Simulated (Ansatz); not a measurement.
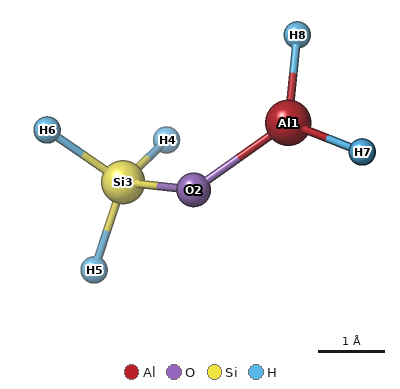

Starting structure of AlSiH5O. The picture is a ball-and-stick view, seen at a tilt.

The run prepares the start of a later molecular dynamics calculation, from a guessed geometry.

Computed with Ansatz 0.2.0, RKS LDA/def2-TZVP.

Input
```yaml
crystal:
  periodic: [false, false, false]
  atoms:
    - { symbol: Al, position_ang: [0.0, 0.0, 0.0] }
    - { symbol: O, position_ang: [0.0, 0.0, 1.78] }
    - { symbol: Si, position_ang: [-1.3147, -0.4067, 2.7436] }
    - { symbol: H, position_ang: [-2.239, -1.2403, 1.9804] }
    - { symbol: H, position_ang: [-0.8506, -1.1432, 3.9157] }
    - { symbol: H, position_ang: [-1.9987, 0.8095, 3.1733] }
    - { symbol: H, position_ang: [1.351, 0.0, -0.78] }
    - { symbol: H, position_ang: [-1.351, 0.0, -0.78] }
basis:
  gaussian: { orbitals: def2-TZVP }
hamiltonian:
  xc: lda
relax:
  f_tol: 0.02
  max_steps: 40
```

Launched with:
```bash
ansatz run input.yaml --threads 4 --pin off --max-ram 5120MiB --backend cpu --events-out ev --progress --plain --runs-dir out
```

Question: Where does the relaxation end?

Answer: Over 17 accepted moves (20 points after the start) the energy falls by 5.51 kcal/mol. Largest force component: 1.8 eV/Å at the start, 0.013 eV/Å at the end. The line search rejected the trial steps at points 12, 13, 16 of the run. The forces were under the threshold at step 9, but the run went on from there. H8 moves most after the best rigid fit: 0.78 Å. By element the largest moves are H 0.78 Å, O 0.74 Å, Al 0.17 Å, Si 0.09 Å. Near-neighbour distances that change, for instance: Al1–O2 1.780 → 1.679 Å, O2–Si3 1.680 → 1.625 Å, Si3–H4 1.460 → 1.498 Å, Al1–H7 1.560 → 1.587 Å. Among the angles between lasting bonds that change: Al1–O2–Si3 125.0° → 170.9°, H7–Al1–H8 120.0° → 125.2°, O2–Al1–H7 120.0° → 117.0°. Cost: 15 s on 4 threads of Arm Neoverse V2, with other jobs on the host, peak memory 0.22 GiB.

The structure at the end:

```xyz
8

Al   -0.0075   -0.0312   -0.1709
O    -0.6013   -0.1794    1.3930
Si   -1.3913   -0.4082    2.7940
H    -2.7156   -1.0656    2.5548
H    -0.5752   -1.2793    3.6972
H    -1.6194    0.9102    3.4640
H     1.5001    0.4396   -0.3280
H    -0.9927   -0.3667   -1.3710
```

After the run, drawn alike:

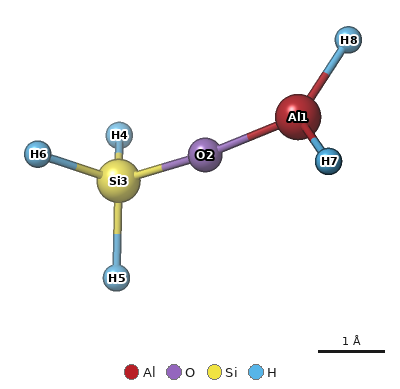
